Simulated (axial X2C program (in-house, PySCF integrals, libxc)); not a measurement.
Relativistic diatomic calculation for WGe⁺

- system: WGe⁺, single determinant with Ω = 5/2.
- method: B97-3, two-component X2C with atomic mean-field Coulomb and Gaunt terms, W dyall-v3z, Ge dyall-v3z (cores contracted) (axial X2C program (in-house, PySCF integrals, libxc))

What the run reported:

| quantity | value |
| --- | --- |
| outcome | not converged in a step after the SCF shown |
| hardware | 1 thread of Arm Neoverse N1, 98 GiB of memory available, shared host |
| wall time | 18 s |
| peak memory | 0.57 GiB |

What went wrong:

The SCF whose log is shown converged, but a later step did not. The run therefore gave no full result.

Input:
```
{"zs": [74, 32], "q": 1, "bas": ["dyall-v3z", "dyall-v3z"], "levels": ["PBE0", "HF", "M06", "B97-3"], "cc": false, "r0": 2.58, "npts": 10, "nst": 2, "ntry": 6}
```

The line is the task of a batch: nuclear charges, charge, bases, the levels to run, a first guess of the distance and further settings. This report covers B97-3 with spin-orbit coupling. The log is that of the reference distance 2.49 Å.

Launched within a batch (the task file carries these settings):
```bash
python <driver script> task.json out
```

Log:
```
two-component X2C + atomic mean field  B97-3
basis functions 245  fitting functions 1403  grid points 5801
iter        total energy     max residual
   1     -18239.734537071     1.15e-01
   2     -18239.735065527     2.22e-02
   3     -18239.738221595     2.08e-02
   4     -18239.739078919     1.16e-02
   5     -18239.739268896     1.23e-03
   6     -18239.739279555     1.69e-03
   7     -18239.739294386     4.91e-04
   8     -18239.739295571     1.28e-04
   9     -18239.739296328     1.53e-04
  10     -18239.739296459     4.18e-05
  11     -18239.739296483     3.72e-05
  12     -18239.739296495     6.22e-06
  13     -18239.739296498     2.15e-06
converged
one-electron -26038.97162200  Coulomb 7718.77826475  exact exchange -108.15847410  xc functional -299.90873922  nuclear repulsion 503.24965279  atomic mean-field constant -14.72837871
```

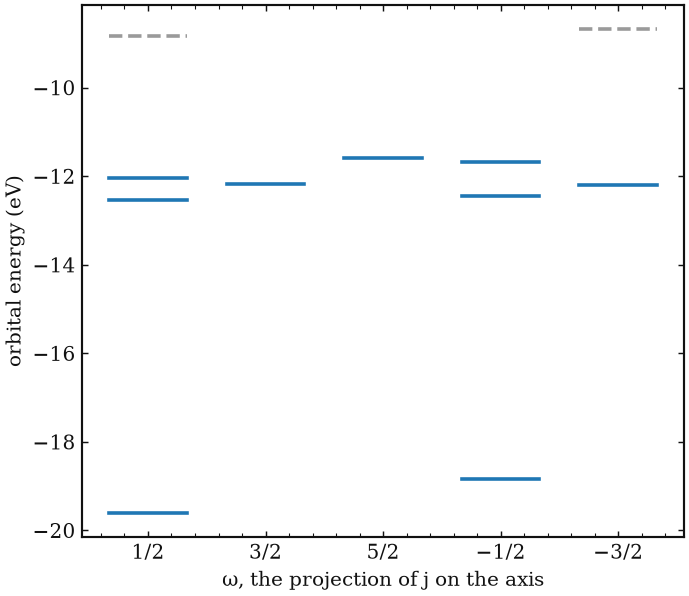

Orbital energies near the frontier at 2.49 Å, filled (solid) and empty (dashed). The highest filled spinor (5/2; 100 % W d) lies at −11.58 eV, the lowest empty one (1/2; 57 % Ge p, 30 % W d) at −8.83 eV.
